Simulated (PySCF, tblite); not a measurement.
# C₅H₉B₂NO₂: geometry, infrared bands and NMR shifts

Aim: predict the infrared bands and NMR shifts of C₅H₉B₂NO₂ (`OB(O)[BH2-][n+]1ccccc1`).

The runs use tblite 0.8.0 and PySCF 2.14.0, with density-fitted response routines of our own; the level of theory stands in each step. All values are computed, except where a source is named. Atoms are numbered from 0 throughout.

**1. The molecule as given**

19 atoms, charge 0, multiplicity 1; geometry from: force field or distance geometry start.

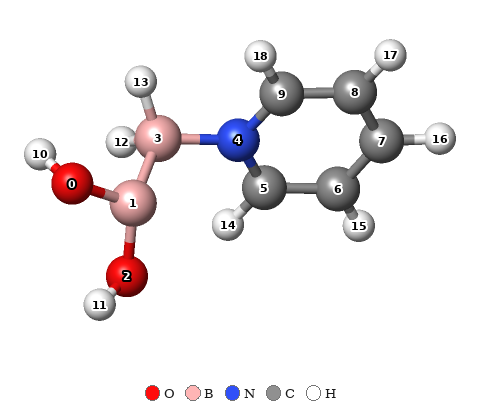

The starting geometry (oxygen red, boron pink, nitrogen blue, carbon grey, hydrogen white), atoms numbered.

**2. Relaxing the molecule with GFN2-xTB**

Job settings and geometry (Å):

```
{"job": {"kind": "relax", "xc": "GFN2-xTB", "basis": "xTB"}, "charge": 0, "multiplicity": 1}
O      3.438600     1.195700     0.086100
B      2.225000     0.505100    -0.434700
O      2.499500    -0.348500    -1.606400
B      1.238800    -0.136900     0.741000
N     -0.237700    -0.150400     0.353200
C     -0.728900    -1.092400    -0.482600
C     -2.075700    -1.072700    -0.839100
C     -2.873100    -0.073700    -0.315700
C     -2.367700     0.898400     0.539400
C     -1.029800     0.820900     0.849700
H      3.724300     0.639800     0.857100
H      3.266800     0.048400    -2.069200
H      1.624700    -1.253900     1.018100
H      1.421700     0.474900     1.760500
H     -0.065300    -1.865900    -0.873800
H     -2.477000    -1.830800    -1.487000
H     -3.944000     0.002200    -0.549100
H     -3.019600     1.669700     0.931700
H     -0.630300     1.579600     1.513400
```

The run is started by

```sh
$ OMP_NUM_THREADS=1 python probes_run.py task.json out
```

One launch serves the whole session: the jobs run in the order shown.

**Question.** This job is followed by: GFN2-xTB harmonic vibrations, gas phase; GIAO PBE0/pcSseg-1 NMR shielding, non-relativistic, gas phase. What will the session give for the following? strongest single infrared mode (GFN2-xTB); zero-point energy (GFN2-xTB); ¹³C shifts against TMS (PBE0/pcSseg-1, means over atoms taken as alike); ¹H shifts against TMS (PBE0/pcSseg-1, means over atoms taken as alike); ¹⁷O shifts against H2O (PBE0/pcSseg-1, means over atoms taken as alike); ¹¹B shifts against BF3·OEt2 (PBE0/pcSseg-1); ¹⁵N shifts against NH3 (PBE0/pcSseg-1).

The runs gave:

| quantity | value |
| --- | --- |
| strongest single infrared mode (GFN2-xTB) | 1179 cm⁻¹, 556 km/mol |
| zero-point energy (GFN2-xTB) | 89.1 kcal/mol |
| ¹³C shifts against TMS (PBE0/pcSseg-1, means over atoms taken as alike) | 153.0, 141.6, 130.6 ppm |
| ¹H shifts against TMS (PBE0/pcSseg-1, means over atoms taken as alike) | 8.76, 7.83, 7.48, 3.91, 2.78 ppm |
| ¹⁷O shifts against H2O (PBE0/pcSseg-1, means over atoms taken as alike) | 134.1 ppm |
| ¹¹B shifts against BF3·OEt2 (PBE0/pcSseg-1) | 37.7, -23.9 ppm |
| ¹⁵N shifts against NH3 (PBE0/pcSseg-1) | 293.0 ppm |

Relaxing lowered the energy by 1.399 eV in 122 steps; the close pair that moved most is O0–B1, from 1.490 to 1.373 Å. All 51 modes are real, so the xTB geometry is a minimum. The strongest single mode, at 1179 cm⁻¹, moves mainly B1. GFN2-xTB is a fitted tight-binding method: band positions and strengths are rough. Its intensities can rank the bands wrongly. At PBE0/pcSseg-1: Shielding is most anisotropic at N4 (span 434 ppm, paramagnetic term -357 ppm). NICS(1)zz of -25 ppm above the planar ring from N4 marks a diatropic (aromatic) ring current.
